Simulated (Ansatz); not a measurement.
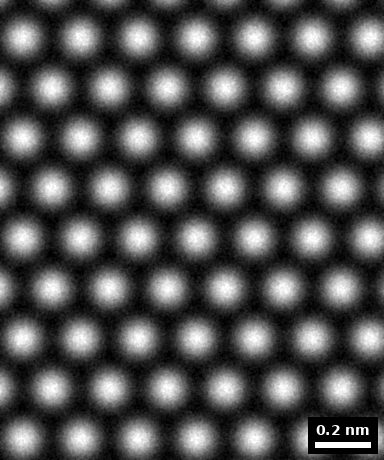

iDPC-like image of a crystal. Simulated as the projected potential of neutral atoms (B = 0.3 Å²) blurred by a 1.03 Å probe, the thin-sample limit of integrated differential phase contrast. Shot noise was added.

> What two-dimensional lattice does the image show, and how large is its cell?

The pattern repeats on a hexagonal net with a repeat of 2.1 Å.

> What is the plane group of the image?

p6mm: sixfold points with mirror lines through them.

> How many columns does the smallest repeating cell hold, and how many levels of brightness?

1 column in the primitive cell of 3.9 Å², all of one brightness.

The crystal is YB (R-3m, No. 166) seen along [001]. Model: coordinates from a relaxation with DFT PBE, scalar-relativistic, plane waves, PAW (Ansatz 0.2.0); the starting structure was generated, so it need not be a known form of this composition.
